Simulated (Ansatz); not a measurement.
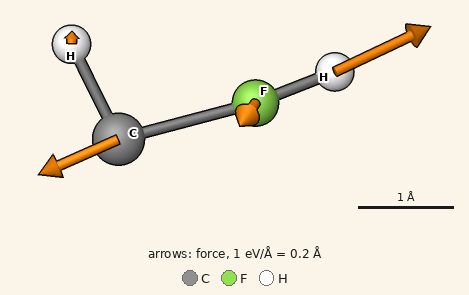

Starting geometry of CH2F (charge −1) with the computed forces as orange arrows. A ball-and-stick model, seen face on.

It is one of the separated reactants of a reaction.

The calculation used RKS PBE-D4/def2-SVPD in Ansatz. Settings: force threshold 0.03 eV/Å; at most 250 steps.

What follows when this structure is relaxed?

It isn't relaxed: the largest force vector, on an H atom, is 5.88 eV/Å. The final displacements follow the starting forces only in part (cosine between the two patterns 0.85). Over 38 geometry steps the energy falls by 71.3 kcal/mol. Largest force component: 4.5 eV/Å at the start, 0.025 eV/Å at the end. The atom that moves furthest after the best rigid fit is an H atom (5.95 Å). By element the largest moves are H 5.95 Å, F 2.39 Å, C 2.10 Å. Among the contacts that change: F–H 0.910 → 9.211 Å, C–F 1.492 → 1.388 Å, C–H 1.116 → 1.145 Å. Bonds break: F–H (0.91 → 9.21 Å).
